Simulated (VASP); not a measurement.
Band structure of SnP (space group I4mm). These are PBEsol GGA with spin-orbit coupling, VASP's PBE PAW potentials (set 64) (plane waves; VASP 6.6.1) values and carry that method's errors.

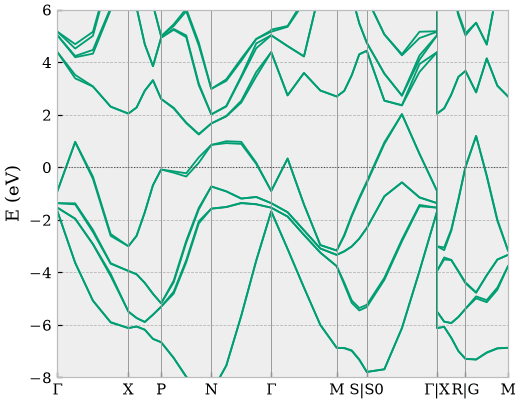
Bands along high-symmetry lines, zero at the valence-band maximum or, without a gap, the Fermi level

Question: Read the plot: is there a gap, and where are the band edges?

Answer: It has no gap at this level: it comes out as a metal or semimetal.

The structure comes from a computed database's SnP entry (I4mm); how it stands against other phases isn't given here. It was relaxed first.
